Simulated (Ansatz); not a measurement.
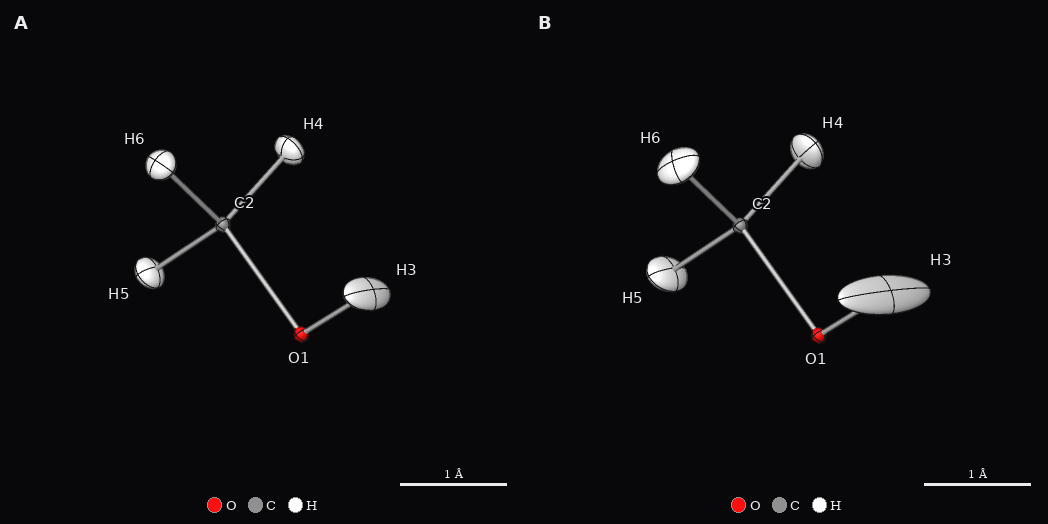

Displacement ellipsoids at the 50 % level, from the internal vibrations of the free molecule (harmonic, no overall translation or rotation; no half-axis is drawn under 0.075 Å). Vibrations computed with RKS PBE0-D4/def2-TZVP (Ansatz 0.2.0). One panel is for 0 K (zero-point motion alone), the other for 900 K.

### Which panel is for 900 K?

B.

### How much does the mean-square displacement of H3 grow, and why?

U_eq goes from 0.0189 to 0.0626 Å², a factor of 3.3. Modes below kT (626 cm⁻¹ at 900 K) grow about in proportion to T, and the lowest lies at 308 cm⁻¹; the mean-square amplitude of a mode is its zero-point value times coth(ħω/2kT), which comes close to 1 only above about 3kT.
